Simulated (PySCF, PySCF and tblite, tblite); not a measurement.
**C11H9N: conformers and averaged spectra**

Which conformers does C11H9N (`c1ccc(-c2ccncc2)cc1`) populate, and what do their averaged NMR parameters look like?

Computed with tblite 0.8.0 (tight binding) and PySCF 2.14.0 (DFT, with response routines of our own); each step states its level. Atoms count from 0 throughout.

### Step 1. The starting structure

21 atoms, charge 0, multiplicity 1; geometry from: MMFF94s geometry.

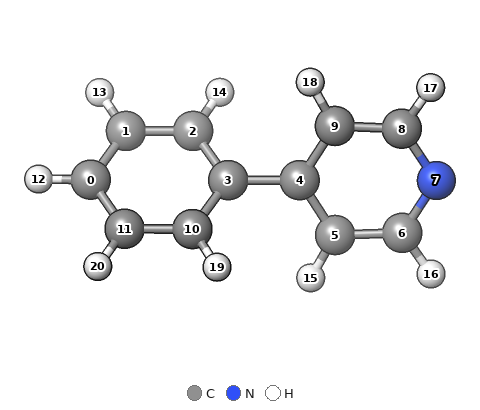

The starting geometry (carbon grey, nitrogen blue, hydrogen white), atoms numbered.

### Step 2. GFN2-xTB relaxation, conformer 1

The job: settings as JSON, then the geometry in Å.

```
{"job": {"xc": "GFN2-xTB", "basis": "xTB", "kind": "relax"}, "charge": 0, "multiplicity": 1}
C      3.303200    -0.541900    -0.012800
C      2.642200    -0.192100     1.162500
C      1.277100     0.025800     1.179000
C      0.511400    -0.076500    -0.011900
C     -0.941100     0.151700     0.008600
C     -1.836900    -0.802400    -0.502800
C     -3.191200    -0.530400    -0.476900
N     -3.716600     0.613200     0.014000
C     -2.847900     1.518200     0.489400
C     -1.482400     1.341400     0.511300
C      1.182300    -0.432900    -1.188400
C      2.560900    -0.659300    -1.190200
H      4.362100    -0.713100    -0.005200
H      3.217500    -0.108500     2.093100
H      0.777900     0.292600     2.117100
H     -1.481300    -1.747500    -0.883300
H     -3.909700    -1.252100    -0.846600
H     -3.303400     2.428800     0.868600
H     -0.839800     2.130200     0.905100
H      0.642400    -0.514800    -2.116800
H      3.064300    -0.913400    -2.114300
```

Started as:

```
OMP_NUM_THREADS=1 python ens_run.py task.json out
```

One launch serves the whole session.

Log:

```text
step      E/eV     max force
  0    -844.48445    1.303
  1    -844.53882    0.531
  2    -844.55252    0.209
  3    -844.56088    0.198
  4    -844.56452    0.137
  5    -844.56592    0.086
  6    -844.56696    0.085
  7    -844.56839    0.096
  8    -844.56995    0.107
  9    -844.57130    0.084
 10    -844.57219    0.075
 11    -844.57272    0.044
 12    -844.57305    0.041
 13    -844.57325    0.032
 14    -844.57325    0.032
 15    -844.57333    0.025
 16    -844.57353    0.022
 17    -844.57359    0.019
 18    -844.57376    0.032
 19    -844.57388    0.030
 20    -844.57401    0.032
 21    -844.57415    0.031
 22    -844.57435    0.042
 23    -844.57467    0.068
 24    -844.57521    0.091
 25    -844.57595    0.095
 26    -844.57683    0.080
 27    -844.57777    0.085
 28    -844.57868    0.082
 29    -844.57945    0.060
 30    -844.58002    0.052
 31    -844.58041    0.042
 32    -844.58081    0.056
 33    -844.58144    0.062
 34    -844.58219    0.060
 35    -844.58283    0.053
 36    -844.58329    0.052
 37    -844.58377    0.052
 38    -844.58452    0.062
 39    -844.58554    0.070
 40    -844.58635    0.050
 41    -844.58670    0.029
 42    -844.58683    0.023
 43    -844.58690    0.021
 44    -844.58695    0.013
 45    -844.58699    0.012
 46    -844.58701    0.010
 47    -844.58703    0.010
 48    -844.58705    0.008
 49    -844.58706    0.008
 50    -844.58708    0.007
 51    -844.58709    0.008
 52    -844.58710    0.007
 53    -844.58711    0.006
 54    -844.58711    0.005
 55    -844.58712    0.004
 56    -844.58712    0.004
```

It took 0.51 s on 1 thread of Arm Neoverse V1, shared host.

Relaxing gained 0.103 eV and moved the atoms by 0.17 Å on average (rms).

### Step 3. Shieldings, conformer 1: PBE0/pcSseg-1 in chloroform

The job: settings as JSON, then the geometry in Å.

```
{"job": {"xc": "PBE0", "basis": "pcSseg-1", "solvent": "chloroform", "kind": "nmr", "pop": true}, "charge": 0, "multiplicity": 1}
C      3.272311    -0.534242    -0.010358
C      2.647235    -0.070903     1.135291
C      1.283582     0.155791     1.139703
C      0.523656    -0.085755    -0.002223
C     -0.926582     0.152106     0.002214
C     -1.808607    -0.733882    -0.615091
C     -3.165378    -0.461645    -0.576752
N     -3.682288     0.603084     0.013002
C     -2.848649     1.447045     0.597300
C     -1.475679     1.272427     0.624717
C      1.160702    -0.555620    -1.148226
C      2.525789    -0.773887    -1.151926
H      4.338200    -0.707355    -0.013857
H      3.225020     0.114569     2.028883
H      0.797541     0.502390     2.040248
H     -1.441820    -1.627044    -1.097783
H     -3.879837    -1.129670    -1.040574
H     -3.309220     2.307000     1.066614
H     -0.839753     2.001439     1.103496
H      0.584855    -0.727844    -2.046089
H      3.010003    -1.131061    -2.049062
```

Log:

```text
coarse grid: 18592 points
cycle   1  E = -478.6048540364  dE =  2.370e+00  |g| = 3.957e-01  |ddm| = 4.734e+00
cycle   2  E = -478.6097277844  dE = -4.874e-03  |g| = 4.058e-01  |ddm| = 1.065e+00
cycle   3  E = -478.6474382733  dE = -3.771e-02  |g| = 8.569e-02  |ddm| = 4.635e-01
cycle   4  E = -478.6486663890  dE = -1.228e-03  |g| = 4.381e-02  |ddm| = 1.160e-01
cycle   5  E = -478.6491451794  dE = -4.788e-04  |g| = 1.031e-02  |ddm| = 6.026e-02
cycle   6  E = -478.6491710699  dE = -2.589e-05  |g| = 3.246e-03  |ddm| = 1.164e-02
cycle   7  E = -478.6491734571  dE = -2.387e-06  |g| = 5.434e-04  |ddm| = 3.099e-03
final grid: 182632 points
cycle   8  E = -478.7185315094  dE = -5.811e-05  |g| = 8.042e-03  |ddm| = 6.715e-02
cycle   9  E = -478.7185337987  dE = -2.289e-06  |g| = 7.756e-03  |ddm| = 1.842e-02
cycle  10  E = -478.7185486746  dE = -1.488e-05  |g| = 1.154e-03  |ddm| = 8.770e-03
cycle  11  E = -478.7185489660  dE = -2.914e-07  |g| = 4.181e-04  |ddm| = 1.563e-03
cycle  12  E = -478.7185490093  dE = -4.329e-08  |g| = 7.887e-05  |ddm| = 5.051e-04
cycle  13  E = -478.7185490105  dE = -1.223e-09  |g| = 3.513e-05  |ddm| = 9.833e-05
cycle  14  E = -478.7185490108  dE = -3.108e-10  |g| = 6.002e-06  |ddm| = 3.601e-05
converged SCF energy = -478.7185490108

GIAO shielding tensors (ppm)
atom      isotropic    diamagn.    paramagn.     s11        s22        s33       span
  0 C       51.829     254.312    -202.482    -60.474     35.785    180.177    240.651
  1 C       51.833     253.824    -201.991    -59.261     35.741    179.020    238.281
  2 C       52.776     251.314    -198.538    -51.587     38.778    171.138    222.724
  3 C       40.769     258.168    -217.399    -51.928      5.155    169.081    221.010
  4 C       29.924     258.325    -228.400    -66.380    -16.279    172.432    238.811
  5 C       58.530     253.310    -194.779    -47.068     52.929    169.730    216.798
  6 C       30.711     251.072    -220.361    -78.572     24.310    146.395    224.967
  7 N      -75.164     335.559    -410.722   -367.622   -168.104    310.235    677.858
  8 C       30.705     251.088    -220.382    -78.612     24.337    146.391    225.003
  9 C       58.524     253.315    -194.791    -47.065     52.918    169.720    216.784
 10 C       52.805     251.312    -198.507    -51.539     38.786    171.168    222.708
 11 C       51.822     253.821    -201.998    -59.285     35.744    179.008    238.293
 12 H       23.762      28.787      -5.025     20.451     24.390     26.445      5.994
 13 H       23.712      29.843      -6.131     20.147     24.195     26.794      6.647
 14 H       23.695      33.843     -10.148     19.121     22.832     29.132     10.011
 15 H       23.932      34.132     -10.200     19.719     22.458     29.621      9.902
 16 H       22.628      28.362      -5.734     18.425     22.528     26.930      8.505
 17 H       22.626      28.365      -5.739     18.427     22.523     26.929      8.502
 18 H       23.936      34.140     -10.204     19.722     22.458     29.627      9.905
 19 H       23.695      33.837     -10.142     19.122     22.837     29.124     10.002
 20 H       23.710      29.837      -6.127     20.144     24.196     26.791      6.646
```

Run time: 64 s. Hardware: 1 thread of Arm Neoverse V1, shared host; peak memory 1.3 GiB.

In short: HOMO -7.16 eV, LUMO -1.32 eV; dipole 3.37 D.

### Step 4. The ensemble: properties at PBE0/pcSseg-1 in chloroform

The job: settings as JSON, then the geometry in Å.

```
{"job": {"study": "conf", "smiles": "c1ccc(-c2ccncc2)cc1", "search": {"seed": 954, "n_embed": 60, "ff_keep": 14, "window": 3.0, "nmax": 7, "temps": [220, 260, 298.15, 340, 380], "t_ref": 298.15, "order": 0.001}, "level": {"nmr": {"xc": "PBE0", "basis": "pcSseg-1", "solvent": "chloroform"}}, "kind": "conf"}, "charge": 0, "multiplicity": 1}
C      3.272311    -0.534242    -0.010358
C      2.647235    -0.070903     1.135291
C      1.283582     0.155791     1.139703
C      0.523656    -0.085755    -0.002223
C     -0.926582     0.152106     0.002214
C     -1.808607    -0.733882    -0.615091
C     -3.165378    -0.461645    -0.576752
N     -3.682288     0.603084     0.013002
C     -2.848649     1.447045     0.597300
C     -1.475679     1.272427     0.624717
C      1.160702    -0.555620    -1.148226
C      2.525789    -0.773887    -1.151926
H      4.338200    -0.707355    -0.013857
H      3.225020     0.114569     2.028883
H      0.797541     0.502390     2.040248
H     -1.441820    -1.627044    -1.097783
H     -3.879837    -1.129670    -1.040574
H     -3.309220     2.307000     1.066614
H     -0.839753     2.001439     1.103496
H      0.584855    -0.727844    -2.046089
H      3.010003    -1.131061    -2.049062
```

Log:

```text
conformer  sym    E(xTB)   E(DFT)   G(298.15 K)  weight  dipole/D
    1     C2      0.000    0.000    0.000   1.0000    3.370

mean shielding (ppm) by class
class atoms           220 K      260 K   298.15 K      340 K      380 K
  0 C  0             51.829     51.829     51.829     51.829     51.829
  1 C  1,11          51.828     51.828     51.828     51.828     51.828
  2 C  2,10          52.791     52.791     52.791     52.791     52.791
  3 C  3             40.769     40.769     40.769     40.769     40.769
  4 C  4             29.924     29.924     29.924     29.924     29.924
  5 C  5,9           58.527     58.527     58.527     58.527     58.527
  6 C  6,8           30.708     30.708     30.708     30.708     30.708
  7 N  7            -75.164    -75.164    -75.164    -75.164    -75.164
  8 H  12            23.762     23.762     23.762     23.762     23.762
  9 H  13,20         23.711     23.711     23.711     23.711     23.711
 10 H  14,19         23.695     23.695     23.695     23.695     23.695
 11 H  15,18         23.934     23.934     23.934     23.934     23.934
 12 H  16,17         22.627     22.627     22.627     22.627     22.627
```

Run time: 66 s. Hardware: 1 thread of Arm Neoverse V1, shared host. This counts the runs that the step sums up.

The search (ETKDG and KDG, MMFF94s, GFN2-xTB) embedded 60 structures, kept 1 distinct ones after the force field and 1 after xTB; 1 was carried on (window 3.0 kcal/mol at the search's own energies). Energies: PBE0/pcSseg-1 in chloroform with D3(BJ).

Conformer by conformer (298 K):

| no. | group | mirror pair | ΔE xTB | ΔE DFT | ΔG | weight (%) | μ (D) | C2–C3–C4–C5 (°) | A, B, C (GHz) |
| --- | --- | --- | --- | --- | --- | --- | --- | --- | --- |
| 1 | C2 | yes | 0.00 | 0.00 | 0.00 | 100.0 | 3.37 | -139 | 2.98, 0.55, 0.48 |

Energies in kcal/mol. ΔG holds xTB vibrations and rotation, symmetry numbers and mirror pairs.

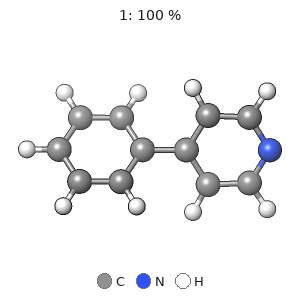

The one conformer.

Shifts against references run at the same level ($^{15}$N NH3 269.8, $^{1}$H TMS 31.70, $^{13}$C TMS 187.6 ppm of shielding), by class of atoms, at 298 K:

| atoms | environment | average |
| --- | --- | --- |
| C4 | substituted aromatic carbon | 157.7 |
| C6, C8 | aromatic CH next to a ring nitrogen | 156.9 |
| C3 | substituted aromatic carbon | 146.8 |
| C1, C11 | aromatic CH | 135.8 |
| C0 | aromatic CH | 135.8 |
| C2, C10 | aromatic CH | 134.8 |
| C5, C9 | aromatic CH | 129.1 |
| H16, H17 | hydrogen on an aromatic CH next to a ring nitrogen | 9.07 |
| H14, H19 | hydrogen on an aromatic CH | 8.00 |
| H13, H20 | hydrogen on an aromatic CH | 7.99 |
| H12 | hydrogen on an aromatic CH | 7.94 |
| H15, H18 | hydrogen on an aromatic CH | 7.76 |
| N7 | pyridine-type ring nitrogen | 345.0 |

Effective distances for nuclear Overhauser effects, ⟨r⁻⁶⟩^(−1/6) over all pairs of two classes (Å): H12···H13 2.47; H14···H15 2.69; H13···H14 2.75; H15···H16 2.79.

### Step 5. Shieldings, conformer 1: PBE0/cc-pVDZ

The job: settings as JSON, then the geometry in Å.

```
{"job": {"xc": "PBE0", "basis": "cc-pVDZ", "kind": "nmr", "pop": false}, "charge": 0, "multiplicity": 1}
C      3.280721    -0.536362    -0.011472
C      2.659305    -0.045072     1.128719
C      1.291994     0.182703     1.134831
C      0.523822    -0.083903    -0.000637
C     -0.930704     0.153291     0.004382
C     -1.812663    -0.717212    -0.637568
C     -3.172151    -0.453318    -0.605425
N     -3.691838     0.604211     0.010384
C     -2.860115     1.440758     0.623613
C     -1.487147     1.258326     0.650047
C      1.158037    -0.580116    -1.141735
C      2.526334    -0.801502    -1.146416
H      4.350315    -0.712627    -0.015420
H      3.243161     0.160060     2.019193
H      0.812662     0.550838     2.035418
H     -1.444830    -1.603117    -1.142032
H     -3.875263    -1.121223    -1.094887
H     -3.312158     2.297658     1.114968
H     -0.854430     1.980761     1.152375
H      0.579125    -0.775020    -2.037938
H      3.006903    -1.182189    -2.040870
```

Log:

```text
coarse grid: 18592 points
cycle   1  E = -478.7456418685  dE =  2.355e+00  |g| = 3.979e-01  |ddm| = 9.489e+00
cycle   2  E = -478.7443646199  dE =  1.277e-03  |g| = 4.366e-01  |ddm| = 1.768e+00
cycle   3  E = -478.7893328020  dE = -4.497e-02  |g| = 1.035e-01  |ddm| = 7.988e-01
cycle   4  E = -478.7912581745  dE = -1.925e-03  |g| = 5.225e-02  |ddm| = 2.135e-01
cycle   5  E = -478.7919769778  dE = -7.188e-04  |g| = 1.306e-02  |ddm| = 9.328e-02
cycle   6  E = -478.7920195832  dE = -4.261e-05  |g| = 3.995e-03  |ddm| = 2.495e-02
cycle   7  E = -478.7920231653  dE = -3.582e-06  |g| = 9.640e-04  |ddm| = 6.327e-03
final grid: 182632 points
cycle   8  E = -478.8093618168  dE = -5.506e-05  |g| = 8.563e-03  |ddm| = 1.023e-01
cycle   9  E = -478.8093628580  dE = -1.041e-06  |g| = 8.624e-03  |ddm| = 3.501e-02
cycle  10  E = -478.8093826116  dE = -1.975e-05  |g| = 1.189e-03  |ddm| = 1.660e-02
cycle  11  E = -478.8093829335  dE = -3.219e-07  |g| = 5.174e-04  |ddm| = 2.484e-03
cycle  12  E = -478.8093830064  dE = -7.293e-08  |g| = 1.110e-04  |ddm| = 8.595e-04
cycle  13  E = -478.8093830092  dE = -2.831e-09  |g| = 4.819e-05  |ddm| = 2.397e-04
cycle  14  E = -478.8093830098  dE = -6.009e-10  |g| = 1.405e-05  |ddm| = 8.507e-05
converged SCF energy = -478.8093830098

GIAO shielding tensors (ppm)
atom      isotropic    diamagn.    paramagn.     s11        s22        s33       span
  0 C       69.959     253.021    -183.063    -33.738     55.140    188.474    222.213
  1 C       69.027     253.995    -184.967    -33.870     54.497    186.455    220.324
  2 C       70.774     258.631    -187.858    -26.653     57.816    181.159    207.812
  3 C       57.013     257.485    -200.472    -27.271     20.323    177.987    205.258
  4 C       49.324     257.140    -207.816    -37.811      4.669    181.114    218.925
  5 C       76.036     258.715    -182.679    -21.236     70.650    178.693    199.929
  6 C       48.641     256.541    -207.900    -56.893     44.259    158.559    215.452
  7 N      -63.865     335.255    -399.120   -365.395   -135.130    308.930    674.324
  8 C       48.649     256.532    -207.882    -56.863     44.247    158.565    215.428
  9 C       76.070     258.701    -182.631    -21.194     70.652    178.752    199.946
 10 C       70.710     258.646    -187.936    -26.733     57.797    181.066    207.799
 11 C       69.023     254.002    -184.979    -33.885     54.508    186.447    220.333
 12 H       24.057      27.185      -3.128     20.881     24.112     27.179      6.299
 13 H       23.996      29.393      -5.397     20.562     24.001     27.426      6.864
 14 H       23.895      36.090     -12.195     19.463     22.772     29.449      9.986
 15 H       24.243      36.386     -12.143     20.101     22.590     30.039      9.938
 16 H       22.639      28.423      -5.784     18.804     21.803     27.309      8.505
 17 H       22.639      28.412      -5.773     18.802     21.807     27.306      8.504
 18 H       24.243      36.373     -12.130     20.100     22.597     30.031      9.931
 19 H       23.896      36.105     -12.209     19.462     22.763     29.463     10.002
 20 H       23.996      29.403      -5.407     20.563     23.998     27.428      6.865
```

It took 47 s on 1 thread of Arm Neoverse V1, shared host; peak memory 1.1 GiB.

This run: HOMO -7.00 eV, LUMO -1.17 eV; dipole 2.52 D.

### Step 6. Single-point energy, conformer 1: CAM-B3LYP/cc-pVDZ

Changed since step 5:

```diff
@@ -1,2 +1,2 @@
-{"job": {"xc": "PBE0", "basis": "cc-pVDZ", "kind": "nmr", "pop": false}, "charge": 0, "multiplicity": 1}
+{"job": {"xc": "CAM-B3LYP", "basis": "cc-pVDZ", "kind": "sp"}, "charge": 0, "multiplicity": 1}
 C      3.280721    -0.536362    -0.011472
```

Log:

```text
coarse grid: 18592 points
cycle   1  E = -479.0071755584  dE =  2.787e+00  |g| = 3.867e-01  |ddm| = 9.624e+00
cycle   2  E = -479.0245953961  dE = -1.742e-02  |g| = 3.597e-01  |ddm| = 1.513e+00
cycle   3  E = -479.0516873594  dE = -2.709e-02  |g| = 8.748e-02  |ddm| = 6.151e-01
cycle   4  E = -479.0531215686  dE = -1.434e-03  |g| = 4.402e-02  |ddm| = 1.854e-01
cycle   5  E = -479.0536361727  dE = -5.146e-04  |g| = 7.961e-03  |ddm| = 8.290e-02
cycle   6  E = -479.0536515353  dE = -1.536e-05  |g| = 2.744e-03  |ddm| = 1.663e-02
cycle   7  E = -479.0536536406  dE = -2.105e-06  |g| = 8.343e-04  |ddm| = 4.999e-03
final grid: 182632 points
cycle   8  E = -479.0921284090  dE = -2.647e-05  |g| = 3.883e-03  |ddm| = 5.672e-02
cycle   9  E = -479.0921302611  dE = -1.852e-06  |g| = 3.096e-03  |ddm| = 1.435e-02
cycle  10  E = -479.0921327289  dE = -2.468e-06  |g| = 3.607e-04  |ddm| = 5.885e-03
cycle  11  E = -479.0921327529  dE = -2.402e-08  |g| = 2.128e-04  |ddm| = 8.980e-04
cycle  12  E = -479.0921327652  dE = -1.226e-08  |g| = 4.955e-05  |ddm| = 3.892e-04
cycle  13  E = -479.0921327658  dE = -6.114e-10  |g| = 1.898e-05  |ddm| = 1.082e-04
converged SCF energy = -479.0921327658
```

Wall time 28 s (1 thread of Arm Neoverse V1, shared host); peak memory 1.1 GiB.

Key values: HOMO -8.10 eV, LUMO -0.04 eV; dipole 2.51 D.

### Step 7. Averages: properties at PBE0/cc-pVDZ

The job: settings as JSON, then the geometry in Å.

```
{"job": {"study": "conf", "smiles": "c1ccc(-c2ccncc2)cc1", "search": {"seed": 954, "n_embed": 60, "ff_keep": 14, "window": 3.0, "nmax": 7, "temps": [220, 260, 298.15, 340, 380], "t_ref": 298.15, "order": 0.001}, "level": {"nmr": {"xc": "PBE0", "basis": "cc-pVDZ"}, "sp": {"xc": "CAM-B3LYP", "basis": "cc-pVDZ"}, "alter": {"geometry": "GFN1-xTB"}, "change": "PBE0/cc-pVDZ; energies CAM-B3LYP/cc-pVDZ; GFN1-xTB geometries", "top": 4}, "kind": "conf"}, "charge": 0, "multiplicity": 1}
C      3.280721    -0.536362    -0.011472
C      2.659305    -0.045072     1.128719
C      1.291994     0.182703     1.134831
C      0.523822    -0.083903    -0.000637
C     -0.930704     0.153291     0.004382
C     -1.812663    -0.717212    -0.637568
C     -3.172151    -0.453318    -0.605425
N     -3.691838     0.604211     0.010384
C     -2.860115     1.440758     0.623613
C     -1.487147     1.258326     0.650047
C      1.158037    -0.580116    -1.141735
C      2.526334    -0.801502    -1.146416
H      4.350315    -0.712627    -0.015420
H      3.243161     0.160060     2.019193
H      0.812662     0.550838     2.035418
H     -1.444830    -1.603117    -1.142032
H     -3.875263    -1.121223    -1.094887
H     -3.312158     2.297658     1.114968
H     -0.854430     1.980761     1.152375
H      0.579125    -0.775020    -2.037938
H      3.006903    -1.182189    -2.040870
```

Log:

```text
conformer  sym    E(xTB)   E(DFT)   G(298.15 K)  weight  dipole/D
    1     C2      0.000    0.000    0.000   1.0000    2.506

mean shielding (ppm) by class
class atoms           220 K      260 K   298.15 K      340 K      380 K
  0 C  0             69.959     69.959     69.959     69.959     69.959
  1 C  1,11          69.025     69.025     69.025     69.025     69.025
  2 C  2,10          70.742     70.742     70.742     70.742     70.742
  3 C  3             57.013     57.013     57.013     57.013     57.013
  4 C  4             49.324     49.324     49.324     49.324     49.324
  5 C  5,9           76.053     76.053     76.053     76.053     76.053
  6 C  6,8           48.645     48.645     48.645     48.645     48.645
  7 N  7            -63.865    -63.865    -63.865    -63.865    -63.865
  8 H  12            24.057     24.057     24.057     24.057     24.057
  9 H  13,20         23.996     23.996     23.996     23.996     23.996
 10 H  14,19         23.895     23.895     23.895     23.895     23.895
 11 H  15,18         24.243     24.243     24.243     24.243     24.243
 12 H  16,17         22.639     22.639     22.639     22.639     22.639
```

Wall time 75 s (1 thread of Arm Neoverse V1, shared host). This counts the runs that the step sums up.

Against the first level, at 298 K (shieldings, ppm; largest changes first):

| atoms | PBE0/pcSseg-1 in chloroform | PBE0/cc-pVDZ | change |
| --- | --- | --- | --- |
| C4 | 29.9 | 49.3 | +19.4 |
| C0 | 51.8 | 70.0 | +18.1 |
| C2, C10 | 52.8 | 70.7 | +18.0 |
| C6, C8 | 30.7 | 48.6 | +17.9 |
| C5, C9 | 58.5 | 76.1 | +17.5 |
| C1, C11 | 51.8 | 69.0 | +17.2 |
| C3 | 40.8 | 57.0 | +16.2 |
| N7 | -75.2 | -63.9 | +11.3 |
| H15, H18 | 23.93 | 24.24 | +0.31 |
| H12 | 23.76 | 24.06 | +0.29 |

Weights: from PBE0/pcSseg-1 in chloroform energies 1: 100 %; from CAM-B3LYP/cc-pVDZ energies 1: 100 % (with a dispersion term where the level has one and the same thermal terms, so they don't follow from the SCF energies alone). Times: 66 s and 75 s.

### Step 8. Summary of results

| quantity | value |
| --- | --- |
| conformers | 1; the first in weight is no. 1 (C2), 100 % at 298 K |
| root-mean-square dipole | 3.37 D |
| averaged $^{13}$C shifts (PBE0/pcSseg-1 in chloroform) | 157.7, 156.9, 146.8, 135.8, 135.8, 134.8, 129.1 ppm |
| averaged $^{1}$H shifts (PBE0/pcSseg-1 in chloroform) | 9.07, 8.00, 7.99, 7.94, 7.76 ppm |

What this shows: The search found one conformer in the window, so the averages are its own values. Going from PBE0/pcSseg-1 in chloroform to PBE0/cc-pVDZ moves C4 most, by 19.4 ppm of raw shielding (the geometries differ too).
